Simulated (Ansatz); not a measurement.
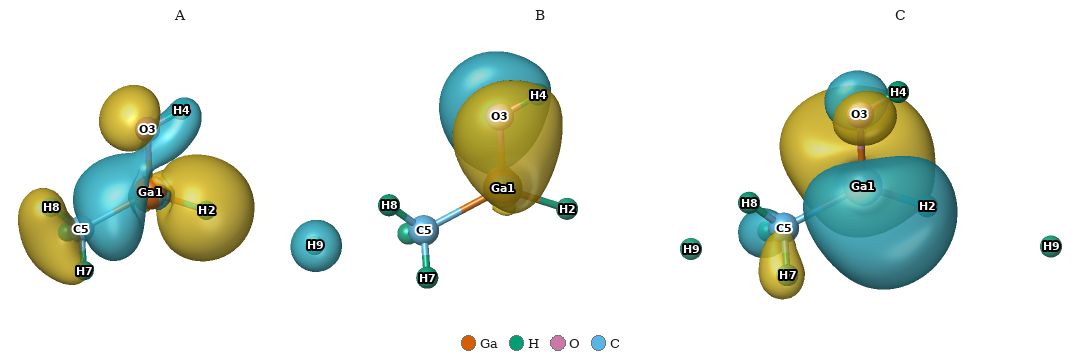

Figure. CH₅GaO···H (doublet). Three frontier orbitals at ±0.08 Å⁻³ᐟ² (yellow and cyan are the two phases), in no order.

Computed with Ansatz, UKS PBE0-D4/def2-SVP.

```xyz
9

Ga   -0.1642   -0.1668   -0.1850
H     0.0480   -0.1505    1.3722
O     1.2963   -0.3808   -1.2001
H     2.1198   -0.4895   -0.7146
C    -1.8159    0.0214   -1.2077
H    -2.4860   -0.8320   -1.0147
H    -2.3583    0.9362   -0.9210
H    -1.5926    0.0578   -2.2840
H     0.5317    0.0523    4.2942
```

Question: Order the three orbitals by energy and name them. All are α orbitals.

Answer: B is the HOMO−1 (α) (−8.47 eV). Its weight (Hirshfeld) is mainly on O3 (about 80 %) and Ga1 (about 10 %); largely a lone pair of O3. A is the HOMO (α) (−7.98 eV). Its weight (Hirshfeld) is mainly on H2 (about 25 %), Ga1 (about 25 %), C5 (about 20 %) and O3 (about 15 %). C is the LUMO (α) (−0.57 eV). Its weight (Hirshfeld) is mainly on Ga1 (about 75 %) and O3 (about 10 %).

Question: What is the gap between the highest occupied and lowest empty α orbitals?

Answer: 7.41 eV between the orbital energies.
